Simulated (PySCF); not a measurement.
# [Pb(NH2)]+: other spin states, a change of charge and excitations

How does [Pb(NH2)]+ respond at fixed geometry? The runs cover other spin states, a change of charge and excitations. The species was built from a template and needn't be a known compound.

Program: PySCF 2.14.0. Level of theory: PBE0, Pb def2-SVP with ECP60, N def2-SVP, H def2-SVP; scalar-relativistic core potentials, no spin–orbit coupling. These are calculated values, not measurements.

3 further runs of the same task are left out: 2 for a known fault of the program, 1 that didn't finish.

**1. Where the work starts**

4 atoms, charge 1, spin multiplicity 1.

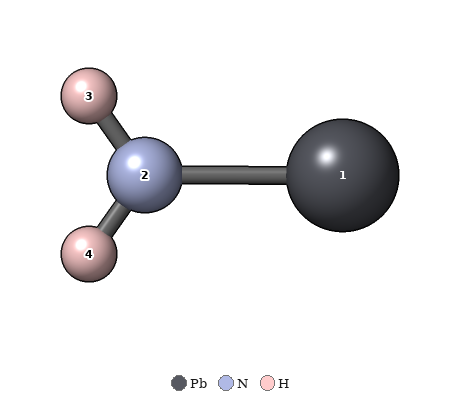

The geometry (lead dark grey, nitrogen light blue, hydrogen pink); atoms are numbered from 1 in the order of the file.

As a file:

```xyz
4

Pb    0.0000    0.0000   -0.0457
N     0.0000    0.0000    2.0366
H     0.8353    0.0000    2.6249
H    -0.8353    0.0000    2.6249
```

Formal oxidation states: Pb +2. An earlier session relaxed this geometry at PBE0, Pb def2-SVP with ECP60, N def2-SVP, H def2-SVP (singlet, point group C2v).

Its energy there is -248.465970 Eh.

**2. Multiplicity 3 at the relaxed geometry**

run.py (the lines that set the calculation) reads:

```python
mol = gto.M(atom='''
Pb     0.00000     0.00000    -0.04566
N      0.00000     0.00000     2.03655
H      0.83530     0.00000     2.62491
H     -0.83530     0.00000     2.62491''',
    basis={'Pb': 'def2-SVP', 'N': 'def2-SVP', 'H': 'def2-SVP'},
    ecp={'Pb': 'def2-SVP'},
    charge=1, spin=2)
mf = dft.UKS(mol, xc='PBE0')
mf.grids.atom_grid = (50, 194)
mf = mf.density_fit()  # fitting sets: Pb def2-universal-JKFIT, N def2-universal-JKFIT, H def2-universal-JKFIT
mf.conv_tol = 1e-08; mf.max_cycle = 55
mf.kernel(dm0)  # dm0: free metal ions and neutral atoms
```

Command:

```console
OMP_NUM_THREADS=2 python run.py
```

What it wrote:

```text
init E= -251.209755746656
cycle= 1 E= -245.710125173455  delta_E=  5.5  |g|= 1.79  |ddm|= 2.51
  HOMO = -0.654565813614  LUMO = -0.640461366864  gap/eV = 0.38380
cycle= 2 E= -233.849874488615  delta_E= 11.9  |g|= 4.09  |ddm|=  5.3
cycle= 3 E= -247.375359167292  delta_E= -13.5  |g|= 1.29  |ddm|=  4.3
cycle= 4 E= -248.160636064915  delta_E= -0.785  |g|= 0.367  |ddm|= 1.05
cycle= 5 E= -248.320722872665  delta_E= -0.16  |g|= 0.231  |ddm|= 1.62
cycle= 6 E= -248.348900822535  delta_E= -0.0282  |g|= 0.123  |ddm|= 0.256
cycle= 7 E= -248.358746026349  delta_E= -0.00985  |g|= 0.0246  |ddm|= 0.16
cycle= 8 E= -248.359198952354  delta_E= -0.000453  |g|= 0.00334  |ddm|= 0.0576
cycle= 9 E= -248.359206329918  delta_E= -7.38e-06  |g|= 0.000664  |ddm|= 0.00702
cycle= 10 E= -248.359206785866  delta_E= -4.56e-07  |g|= 0.000128  |ddm|= 0.00156
cycle= 11 E= -248.359206806765  delta_E= -2.09e-08  |g|= 2.12e-05  |ddm|= 0.000295
cycle= 12 E= -248.359206807199  delta_E= -4.34e-10  |g|= 2.56e-06  |ddm|= 4.85e-05
Extra cycle  E= -248.359206807205  delta_E= -5.51e-12  |g|= 1.25e-06  |ddm|= 8.8e-06
converged SCF energy = -248.359206807205  <S^2> = 2.0060124  2S+1 = 3.0040056
```

Wall time 1 s (2 threads of AMD EPYC 9R45 (Zen 5), shared host).

Read off: E = -248.359207 Eh (+2.905 eV from the relaxed state), HOMO -9.62 eV, LUMO -10.84 eV (over both spins), ⟨S²⟩ = 2.006, Mulliken charge on Pb1 +0.69 e. An empty level of one spin lies below a filled level of the other.

**3. One electron removed, multiplicity 2**

run.py (the lines that set the calculation), as its differences from that of step 2:

```diff
@@ -7,3 +7,3 @@
     ecp={'Pb': 'def2-SVP'},
-    charge=1, spin=2)
+    charge=2, spin=1)
 mf = dft.UKS(mol, xc='PBE0')
@@ -12,2 +12,2 @@
 mf.conv_tol = 1e-08; mf.max_cycle = 55
-mf.kernel(dm0)  # dm0: free metal ions and neutral atoms
+mf.kernel(dm0)  # dm0: the density of the relaxed state
```

Command:

```console
OMP_NUM_THREADS=2 python run.py
```

What it wrote:

```text
init E= -248.475926872949
  HOMO = -0.478653748633  LUMO = -0.460096375916  gap/eV = 0.50497
cycle= 1 E= -247.833566147718  delta_E= 0.642  |g|= 0.36  |ddm|= 0.608
  HOMO = -0.869670009705  LUMO = -0.815304633214  gap/eV = 1.47936
cycle= 2 E= -247.818110285495  delta_E= 0.0155  |g|= 0.459  |ddm|= 0.855
  HOMO = -0.820504626556  LUMO = -0.653281938653  gap/eV = 4.55036
cycle= 3 E= -247.918582084702  delta_E= -0.1  |g|= 0.0322  |ddm|= 0.403
  HOMO = -0.812338731116  LUMO = -0.629529764432  gap/eV = 4.97449
cycle= 4 E= -247.919316595853  delta_E= -0.000735  |g|= 0.00517  |ddm|= 0.0564
  HOMO = -0.811616486335  LUMO = -0.628921215045  gap/eV = 4.97139
cycle= 5 E= -247.9193461513  delta_E= -2.96e-05  |g|= 0.00147  |ddm|= 0.0104
  HOMO = -0.811470582924  LUMO = -0.628715381672  gap/eV = 4.97302
cycle= 6 E= -247.919349093758  delta_E= -2.94e-06  |g|= 0.000375  |ddm|= 0.00322
  HOMO = -0.811477505328  LUMO = -0.628697892045  gap/eV = 4.97369
cycle= 7 E= -247.919349290735  delta_E= -1.97e-07  |g|= 0.000118  |ddm|= 0.000924
  HOMO = -0.811446020207  LUMO = -0.628698417862  gap/eV = 4.97282
cycle= 8 E= -247.919349302033  delta_E= -1.13e-08  |g|= 1.88e-05  |ddm|= 0.000242
  HOMO = -0.811445222866  LUMO = -0.628696428775  gap/eV = 4.97285
cycle= 9 E= -247.919349302465  delta_E= -4.31e-10  |g|= 2.01e-06  |ddm|= 4.59e-05
  HOMO = -0.811445570845  LUMO = -0.628696215375  gap/eV = 4.97286
Extra cycle  E= -247.919349302469  delta_E= -4.15e-12  |g|= 7.94e-07  |ddm|= 5.36e-06
converged SCF energy = -247.919349302469  <S^2> = 0.75405486  2S+1 = 2.0040508
```

Run time: 0.6 s. Hardware: 2 threads of AMD EPYC 9R45 (Zen 5), shared host.

Read off: E = -247.919349 Eh (+14.874 eV from the relaxed state), HOMO -22.08 eV, LUMO -17.11 eV (over both spins), ⟨S²⟩ = 0.754, Mulliken charge on Pb1 +1.59 e. 

**4. One electron added, multiplicity 2**

run.py (the lines that set the calculation), as its differences from that of step 3:

```diff
@@ -7,3 +7,3 @@
     ecp={'Pb': 'def2-SVP'},
-    charge=2, spin=1)
+    charge=0, spin=1)
 mf = dft.UKS(mol, xc='PBE0')
```

Command:

```console
OMP_NUM_THREADS=2 python run.py
```

What it wrote:

```text
init E= -248.474683530154
  HOMO = -0.312378584921  LUMO = -0.306587363691  gap/eV = 0.15759
cycle= 1 E= -248.680207999352  delta_E= -0.206  |g|= 0.133  |ddm|= 0.841
  HOMO = -0.120353911204  LUMO = -0.0271421374736  gap/eV = 2.53642
cycle= 2 E= -248.691213131868  delta_E= -0.011  |g|= 0.111  |ddm|= 0.688
  HOMO = -0.147551891758  LUMO = -0.04913199902  gap/eV = 2.67814
cycle= 3 E= -248.697732307724  delta_E= -0.00652  |g|= 0.0425  |ddm|= 0.208
  HOMO = -0.150986436025  LUMO = -0.0535622209314  gap/eV = 2.65105
cycle= 4 E= -248.698414966297  delta_E= -0.000683  |g|= 0.019  |ddm|= 0.0476
  HOMO = -0.153711006834  LUMO = -0.0550589448164  gap/eV = 2.68446
cycle= 5 E= -248.698626636352  delta_E= -0.000212  |g|= 0.00251  |ddm|= 0.021
  HOMO = -0.15377741041  LUMO = -0.0549367043521  gap/eV = 2.68959
cycle= 6 E= -248.698642082374  delta_E= -1.54e-05  |g|= 0.00111  |ddm|= 0.00749
  HOMO = -0.153810126084  LUMO = -0.0547979050936  gap/eV = 2.69426
cycle= 7 E= -248.698648029921  delta_E= -5.95e-06  |g|= 0.000507  |ddm|= 0.00609
  HOMO = -0.153802872836  LUMO = -0.054737004588  gap/eV = 2.69572
cycle= 8 E= -248.698648858172  delta_E= -8.28e-07  |g|= 8.4e-05  |ddm|= 0.00277
  HOMO = -0.153802192151  LUMO = -0.0547361624566  gap/eV = 2.69572
cycle= 9 E= -248.698648868256  delta_E= -1.01e-08  |g|= 1.47e-05  |ddm|= 0.000247
  HOMO = -0.153802526524  LUMO = -0.0547350269755  gap/eV = 2.69576
cycle= 10 E= -248.698648868767  delta_E= -5.12e-10  |g|= 4.37e-06  |ddm|= 5.28e-05
  HOMO = -0.153802639992  LUMO = -0.0547347912962  gap/eV = 2.69577
Extra cycle  E= -248.698648868804  delta_E= -3.65e-11  |g|= 2.15e-06  |ddm|= 1.16e-05
converged SCF energy = -248.698648868804  <S^2> = 0.75490434  2S+1 = 2.0048983
```

Wall time 0.6 s (2 threads of AMD EPYC 9R45 (Zen 5), shared host).

It gives: E = -248.698649 Eh (-6.332 eV from the relaxed state), HOMO -4.19 eV, LUMO -1.81 eV (over both spins), ⟨S²⟩ = 0.755, Mulliken charge on Pb1 +0.23 e. 

**5. Singlet excitations, Tamm-Dancoff B3LYP**

run.py (the lines that set the calculation), as its differences from that of step 4:

```diff
@@ -7,4 +7,4 @@
     ecp={'Pb': 'def2-SVP'},
-    charge=0, spin=1)
-mf = dft.UKS(mol, xc='PBE0')
+    charge=1, spin=0)
+mf = dft.RKS(mol, xc='B3LYP')
 mf.grids.atom_grid = (50, 194)
```

Command:

```console
OMP_NUM_THREADS=2 python run.py
```

What it wrote:

```text
init E= -248.600725258975
  HOMO = -0.460935125226726  LUMO = -0.320577794713188  gap/eV = 3.81932
cycle= 1 E= -248.601294684288  delta_E= -0.000569  |g|= 0.0142  |ddm|= 0.0898
  HOMO = -0.459521449437828  LUMO = -0.321337949620101  gap/eV = 3.76016
cycle= 2 E= -248.601139411347  delta_E= 0.000155  |g|= 0.0284  |ddm|= 0.0299
  HOMO = -0.462922083191424  LUMO = -0.321094138640339  gap/eV = 3.85933
cycle= 3 E= -248.601326705113  delta_E= -0.000187  |g|= 0.00543  |ddm|= 0.0268
  HOMO = -0.462158318665216  LUMO = -0.321317702443766  gap/eV = 3.83247
cycle= 4 E= -248.601336796386  delta_E= -1.01e-05  |g|= 0.000345  |ddm|= 0.00673
  HOMO = -0.462175380389807  LUMO = -0.321283454615276  gap/eV = 3.83386
cycle= 5 E= -248.601336834491  delta_E= -3.81e-08  |g|= 7.33e-05  |ddm|= 0.000511
  HOMO = -0.462183445017651  LUMO = -0.321291405426548  gap/eV = 3.83387
cycle= 6 E= -248.601336835556  delta_E= -1.07e-09  |g|= 2.67e-05  |ddm|= 0.00011
  HOMO = -0.462193439310758  LUMO = -0.321288896688401  gap/eV = 3.83421
Extra cycle  E= -248.601336834414  delta_E= 1.14e-09  |g|= 7.02e-05  |ddm|= 8.81e-05
converged SCF energy = -248.601336834414
```

Wall time 2.9 s (2 threads of AMD EPYC 9R45 (Zen 5), shared host).

It gives: E = -248.601337 Eh, HOMO -12.58 eV, LUMO -8.74 eV, Mulliken charge on Pb1 +1.07 e. 

Singlet excitations:

```
state  energy (eV)  oscillator strength
    1         2.68               0.0000
    2         4.85               0.0411
    3         4.96               0.1140
    4         5.47               0.0572
    5         6.23               0.0117
    6         8.48               0.0157
    7         8.95               0.0000
    8         9.05               0.0292
```

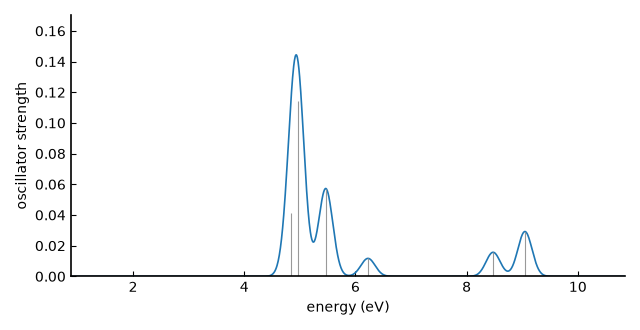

Absorption from the eight lowest singlets. Lines are broadened to a width of 0.30 eV (Gaussian).

**6. Results**

| state | energy from the relaxed state (eV) | ⟨S²⟩ | time |
| --- | --- | --- | --- |
| charge +1, singlet, vacuum (relaxed) | 0 | 0.00 |  |
| charge 0, doublet, vacuum | -6.33 | 0.75 | 0.6 s |
| charge +1, triplet, vacuum | 2.91 | 2.01 | 1 s |
| charge +2, doublet, vacuum | 14.87 | 0.75 | 0.6 s |

An electron taken off or put on is at rest in vacuum. 

In the excitation run (B3LYP), the lowest singlet lies at 2.68 eV (gaps between orbitals at other levels can't be set against it), and the brightest of the eight at 4.96 eV (f = 0.114); spin–orbit coupling would mix in triplets. Removing an electron vertically costs 14.87 eV (doublet), against −HOMO = 12.77 eV. Adding an electron vertically releases 6.33 eV (doublet). The triplet lies 2.91 eV above at this geometry. These are double-zeta-type bases without diffuse functions. Spin–orbit coupling is left out.
